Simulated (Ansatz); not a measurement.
**CH₆AlFGe: how energies converge with the basis set**

How large a basis does CH₆AlFGe need? Two functionals are run in growing sets.

The runs use Ansatz 0.2.0, Gaussian basis; one geometry, several basis sets.

Plan: PBE0-D4/def2-SVP; ωB97M-V/def2-SVP; PBE0-D4/def2-QZVPP; ωB97M-V/def2-QZVPP; the functionals' def2-TZVPP values are taken from earlier runs.

## (1) The geometry

All runs share one geometry, relaxed beforehand with PBE0-D4 in a triple-zeta def2 set.

SMILES `[CH3][Al]([F])[GeH3]`, 10 atoms, charge 0, spin multiplicity 1.

Atoms are counted from 1 here; the program's logs count them from 0.

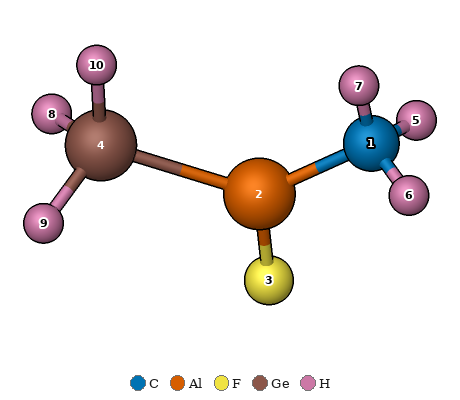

The structure; carbon blue, aluminium orange, fluorine yellow, germanium brown, hydrogen pink; atoms are numbered from 1 in the order of the file.

## (2) PBE0-D4 in def2-SVP

in.yaml

```yaml
crystal:
  periodic: [false, false, false]
  atoms:
    - {symbol: C, position_ang: [0.083568, 1.497300, -1.299866]}
    - {symbol: Al, position_ang: [0.742945, 0.230794, 0.013924]}
    - {symbol: F, position_ang: [2.345847, 0.320206, 0.421586]}
    - {symbol: Ge, position_ang: [-0.525960, -1.537260, 1.186655]}
    - {symbol: H, position_ang: [0.648510, 1.413865, -2.233764]}
    - {symbol: H, position_ang: [0.215145, 2.524049, -0.943254]}
    - {symbol: H, position_ang: [-0.974682, 1.351344, -1.528092]}
    - {symbol: H, position_ang: [0.048132, -2.938097, 0.899463]}
    - {symbol: H, position_ang: [-0.490363, -1.348015, 2.715439]}
    - {symbol: H, position_ang: [-2.010041, -1.565287, 0.770809]}
basis:
  gaussian: {orbitals: def2-SVP}
hamiltonian: {xc: pbe0, dispersion: d4}
output: {orbitals: {seedname: orbitals}}
```

Launch:

```sh
$ ansatz run in.yaml --threads 4 --pin off --events-out ev --progress --plain --max-ram 10444MiB
```

Log:

```text
Functional definition: PBE0
  name "PBE0"
  cite "Adamo & Barone, J. Chem. Phys. 110, 6158 (1999) doi:10.1063/1.478522"
  cite "Perdew, Burke & Ernzerhof, Phys. Rev. Lett. 77, 3865 (1996) doi:10.1103/PhysRevLett.77.3865"
  parent pbe
  parameter a = 0.25
  parameter kappa = 0.804
  parameter beta = 0.06672455060314922
  exchange = (1 - a)*pbe_x(kappa = kappa, mu = beta*pi^2/3) + a*exact_x
  correlation = pbe_c(beta = beta)
1057 factors; integrals over basis functions are off by at most 1.5e-3 eV
mean field evaluation 1: about -66936.3359 eV, gradient 5.5e1 eV
mean field evaluation 2: about -66931.4933 eV, gradient 7.4e1 eV
mean field evaluation 4: about -66942.6550 eV, gradient 3.1e0 eV
mean field evaluation 8: about -66942.7487 eV, gradient 2.1e-1 eV
mean field evaluation 16: about -66942.7487 eV, gradient 6.7e-5 eV
mean field -66942.74873627 eV, -2460.1006406332 hartree, gradient 6.7e-5 eV, S^2 0.000000; 0 other end points of the search recorded, 0 dependent functions left out
reference -66942.74876911 eV, -2460.1006418401 hartree; 33, 33 occupied and 75, 75 virtual orbitals, 1057 factors
Total energy: -66942.89207502 eV, -2460.1059082351 hartree
```

Run time: 0.95 s. Hardware: 4 threads of Arm Neoverse V2, shared host.

## (3) ωB97M-V in def2-SVP

in.yaml, as its differences from that of step 2:

```diff
@@ -15,3 +15,3 @@
   gaussian: {orbitals: def2-SVP}
-hamiltonian: {xc: pbe0, dispersion: d4}
+hamiltonian: {xc: {name: wB97M-V}}
 output: {orbitals: {seedname: orbitals}}
```

Launched as before.

Log, shortened:

```text
Functional definition: wB97M-V
  name "wB97M-V"
  cite "Mardirossian & Head-Gordon, J. Chem. Phys. 144, 214110 (2016) doi:10.1063/1.4952647"
  cite "Becke, J. Chem. Phys. 107, 8554 (1997) doi:10.1063/1.475007"
  cite "Vydrov & Van Voorhis, J. Chem. Phys. 133, 244103 (2010) doi:10.1063/1.3521275"
  # Of w^i u^j: cxij and so on, Table III.
[...]
  gx(w, u) = 1 - cx + cx01*u + cx10*w
  gss(w, u) = css00 + css04*u^4 + css10*w + css20*w^2 + css43*w^4*u^3
  gos(w, u) = cos00 + cos10*w + (cos20 + cos21*u)*w^2 + (cos60 + cos61*u)*w^6
[...]
      + integral(e_c_pw_mod_opposite_spin*gos(b97_w_opposite, b97_u_opposite)) + vv10(b, c)
1057 factors; integrals over basis functions are off by at most 1.5e-3 eV
317 factors; integrals over basis functions are off by at most 7.4e-6 eV
[...]
mean field -66951.64305163 eV, -2460.4275006939 hartree, gradient 6.0e-5 eV, S^2 0.000000; 0 other end points of the search recorded, 0 dependent functions left out
reference -66951.64310251 eV, -2460.4275025637 hartree; 33, 33 occupied and 75, 75 virtual orbitals, 1057 factors
Total energy: -66951.64310251 eV, -2460.4275025637 hartree
```

It took 4.2 s on 4 threads of Arm Neoverse V2, shared host.

## (4) PBE0-D4 in def2-QZVPP

in.yaml, as its differences from that of step 3:

```diff
@@ -14,4 +14,4 @@
 basis:
-  gaussian: {orbitals: def2-SVP}
-hamiltonian: {xc: {name: wB97M-V}}
+  gaussian: {orbitals: "def2-QZVPP.json"}
+hamiltonian: {xc: pbe0, dispersion: d4}
 output: {orbitals: {seedname: orbitals}}
```

Same command.

Log:

```text
Functional definition: PBE0
  name "PBE0"
  cite "Adamo & Barone, J. Chem. Phys. 110, 6158 (1999) doi:10.1063/1.478522"
  cite "Perdew, Burke & Ernzerhof, Phys. Rev. Lett. 77, 3865 (1996) doi:10.1103/PhysRevLett.77.3865"
  parent pbe
  parameter a = 0.25
  parameter kappa = 0.804
  parameter beta = 0.06672455060314922
  exchange = (1 - a)*pbe_x(kappa = kappa, mu = beta*pi^2/3) + a*exact_x
  correlation = pbe_c(beta = beta)
1699 factors; their error is unknown
mean field evaluation 1: about -66949.9589 eV, gradient 6.6e1 eV
mean field evaluation 2: about -66942.8926 eV, gradient 8.9e1 eV
mean field evaluation 4: about -66958.3642 eV, gradient 5.1e0 eV
mean field evaluation 8: about -66958.4140 eV, gradient 1.2e-1 eV
mean field evaluation 16: about -66958.5615 eV, gradient 8.6e-5 eV
mean field -66958.56151895 eV, -2460.6817496785 hartree, gradient 8.6e-5 eV, S^2 0.000000; 0 other end points of the search recorded, 0 dependent functions left out
reference -66958.56156594 eV, -2460.6817514051 hartree; 33, 33 occupied and 420, 420 virtual orbitals, 1699 factors
Total energy: -66958.70487185 eV, -2460.6870178001 hartree
```

Run time: 6.5 s. Hardware: 4 threads of Arm Neoverse V2, shared host; peak memory 1.7 GiB.

## (5) ωB97M-V in def2-QZVPP

in.yaml, as its differences from that of step 4:

```diff
@@ -15,3 +15,3 @@
   gaussian: {orbitals: "def2-QZVPP.json"}
-hamiltonian: {xc: pbe0, dispersion: d4}
+hamiltonian: {xc: {name: wB97M-V}}
 output: {orbitals: {seedname: orbitals}}
```

The command is unchanged.

Log, shortened:

```text
Functional definition: wB97M-V
  name "wB97M-V"
  cite "Mardirossian & Head-Gordon, J. Chem. Phys. 144, 214110 (2016) doi:10.1063/1.4952647"
  cite "Becke, J. Chem. Phys. 107, 8554 (1997) doi:10.1063/1.475007"
  cite "Vydrov & Van Voorhis, J. Chem. Phys. 133, 244103 (2010) doi:10.1063/1.3521275"
  # Of w^i u^j: cxij and so on, Table III.
[...]
  gx(w, u) = 1 - cx + cx01*u + cx10*w
  gss(w, u) = css00 + css04*u^4 + css10*w + css20*w^2 + css43*w^4*u^3
  gos(w, u) = cos00 + cos10*w + (cos20 + cos21*u)*w^2 + (cos60 + cos61*u)*w^6
[...]
      + integral(e_c_pw_mod_opposite_spin*gos(b97_w_opposite, b97_u_opposite)) + vv10(b, c)
1644 factors; their error is unknown
393 factors; integrals over basis functions are off by at most 7.5e-6 eV
[...]
mean field -66967.54121126 eV, -2461.0117472840 hartree, gradient 2.7e-5 eV, S^2 0.000000; 0 other end points of the search recorded, 0 dependent functions left out
reference -66967.54128550 eV, -2461.0117500123 hartree; 33, 33 occupied and 420, 420 virtual orbitals, 1644 factors
Total energy: -66967.54128550 eV, -2461.0117500123 hartree
```

Run time: 15 s. Hardware: 4 threads of Arm Neoverse V2, shared host; peak memory 2 GiB.

## (6) Functionals by basis

The def2-TZVPP values come from earlier runs at the same geometry.

```csv
functional,basis,functions,energy (eV),from the largest (eV),HOMO (eV),LUMO (eV)
PBE0-D4,def2-SVP,108,-66942.8921,15.813,-7.55,-1.26
PBE0-D4,def2-TZVPP,236,-66957.0417,1.663,-7.57,-1.35
PBE0-D4,def2-QZVPP,453,-66958.7049,0.000,-7.58,-1.38
ωB97M-V,def2-SVP,108,-66951.6431,15.898,-9.55,0.48
ωB97M-V,def2-TZVPP,236,-66965.9264,1.615,-9.59,0.30
ωB97M-V,def2-QZVPP,453,-66967.5413,0.000,-9.60,0.15
```

## (7) Results

| quantity | value |
| --- | --- |
| PBE0-D4: double and triple zeta above quadruple | 15.81, 1.66 eV |
| ωB97M-V: double and triple zeta above quadruple | 15.90, 1.61 eV |

**Reading.** PBE0-D4 gains 14.15 eV from double to triple zeta, then 1.66 eV more. These are total energies; as a rule much of such shifts cancels in differences, which this series doesn't test.

For PBE0-D4 the largest set took about 7 times as long as the smallest (6.5 s against 0.95 s).
